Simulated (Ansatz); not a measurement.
CH₅FGaN···H₂O

Input

```
crystal:
  periodic: [false, false, false]
  atoms:
    - { symbol: Ga, position_ang: [-0.1531, 0.1133, -0.1569] }
    - { symbol: O, position_ang: [1.8547, -0.0398, 0.7174] }
    - { symbol: C, position_ang: [-0.92, -1.7526, -0.1807] }
    - { symbol: "N", position_ang: [-0.1168, 1.6855, -1.1423] }
    - { symbol: H, position_ang: [1.0097, 0.4934, 1.5043] }
    - { symbol: F, position_ang: [-0.087, 0.8742, 1.8292] }
    - { symbol: H, position_ang: [2.5128, 0.6201, 0.4986] }
    - { symbol: H, position_ang: [-1.1274, -2.0837, -1.1977] }
    - { symbol: H, position_ang: [-0.1784, -2.4088, 0.273] }
    - { symbol: H, position_ang: [-1.8376, -1.7925, 0.4044] }
    - { symbol: H, position_ang: [-0.2453, 2.5286, -0.5892] }
    - { symbol: H, position_ang: [-0.7115, 1.7624, -1.9601] }
basis:
  gaussian: { orbitals: def2-mTZVP }
hamiltonian:
  xc: hf
relax:
  f_tol: 0.15
  max_steps: 25
  restrain:
    - { distance: [0, 5], at: 1.79, k: 30.0 }
    - { distance: [4, 1], at: 0.97, k: 30.0 }
    - { distance: [0, 1], at: 3.18, k: 30.0 }
    - { distance: [4, 5], at: 2.18, k: 30.0 }
output:
  orbitals: {}
```

Command:

```sh
ansatz run input.yaml --threads 2 --pin off --max-ram 3072MiB --backend cpu --events-out ev --progress --plain --runs-dir out
```

The fields are those of the run's last geometry, not of the input's.

Not at a stationary point (largest force 0.5 eV/Å).

Method: RHF/def2-mTZVP in Ansatz 0.2.0.

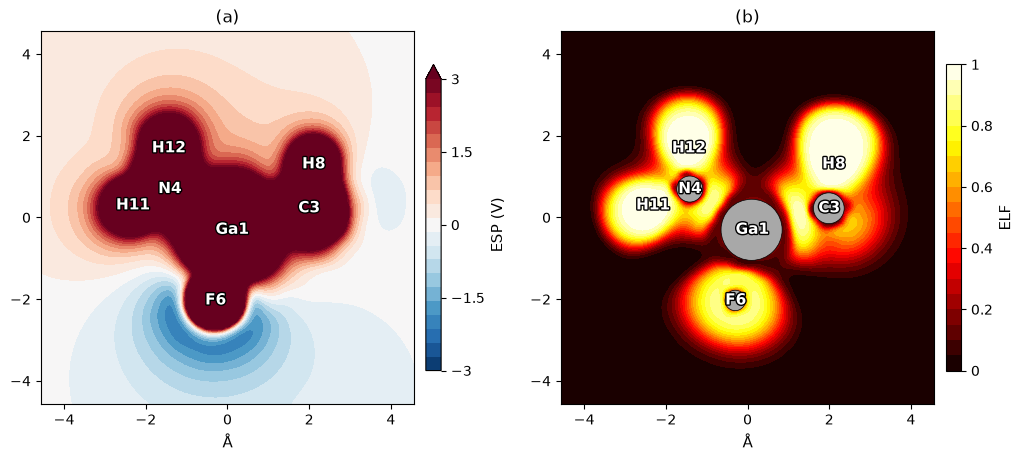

Figure 1. (a) electrostatic potential; (b) electron localisation function on the plane of atoms Ga1, N4 and H12. Grey discs cover the atomic cores in the ELF map.

### Interpret the plot.

- The plane passes through Ga, C, N, F and H nuclei.
- Ga–F (1.78 Å): the ELF peaks at about 0.85 in the valence shell of F, 0.6 Å from its nucleus, and is about 0.15 at the midpoint.
- Ga–N (1.81 Å): the ELF peaks at about 0.90 in the valence shell of N, 0.6 Å from its nucleus, and is about 0.30 at the midpoint.
- C–Ga (1.96 Å): the ELF peaks at about 0.95 in the valence shell of C, 0.6 Å from its nucleus, and is about 0.55 at the midpoint.
- N–H (1.00 Å): the ELF climbs to about 1 towards the hydrogen, as it does in any bond to H (an ordinary covalent bond to hydrogen).
- C–H (1.08 Å): the ELF climbs to about 1 towards the hydrogen: an ordinary covalent bond to hydrogen.
- The ELF also peaks beside F6, away from the bonds: lone-pair regions.
- Outside the dense part of the complex the potential is most negative (−2.0 V) near F6.

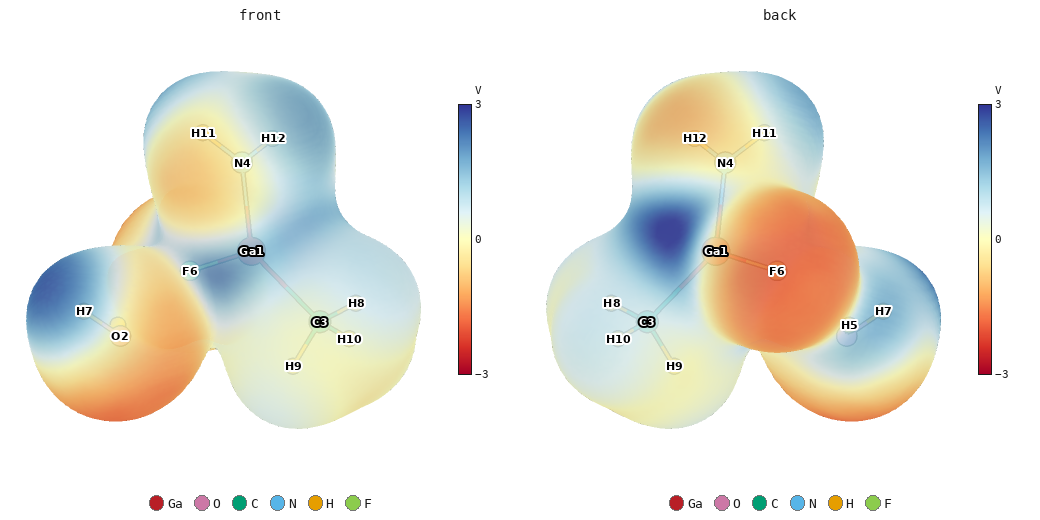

Figure 2. The electrostatic potential painted on the density surface at 0.002 e/bohr³, seen from the front and from behind; red is negative and blue positive.

### Which sites attract a positive test charge, and which a negative one?

A positive charge is drawn to the negative regions and a negative charge to the positive ones. The most negative region (about −1.8 V) lies over F6, the most positive (about +2.8 V) over Ga1.

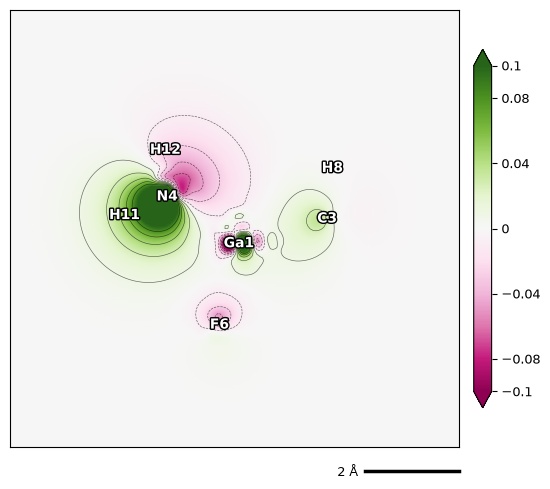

Figure 3. The HOMO on the plane of atoms N4, Ga1 and F6 (values in Å⁻³ᐟ²; the overall sign is arbitrary).

### Describe this orbital and give its energy.

It lies mainly on N4 (about 75 %) and Ga1 (about 15 %); largely a lone pair of N4. Its energy is −10.82 eV.

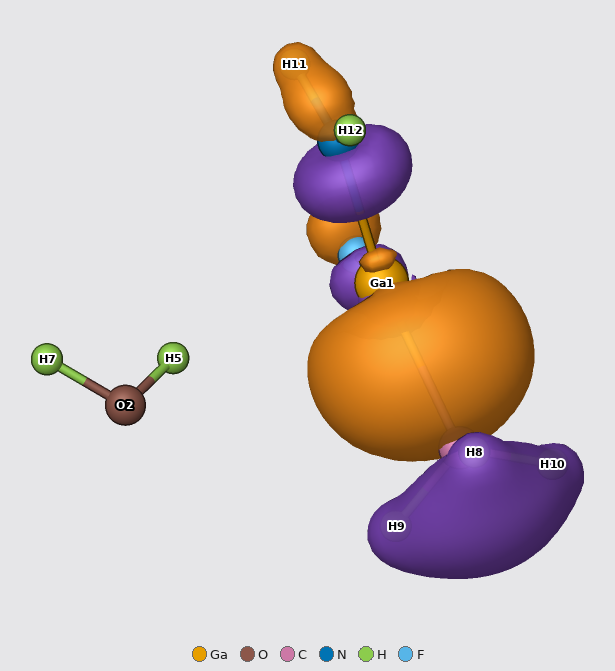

Figure 4. The HOMO−1 at ±0.15 Å⁻³ᐟ² (orange and purple are the two phases), seen at a tilt.

### What is the character of this orbital?

It lies mainly on C3 (about 45 %), Ga1 (about 25 %) and N4 (about 10 %). Its energy is −11.93 eV.
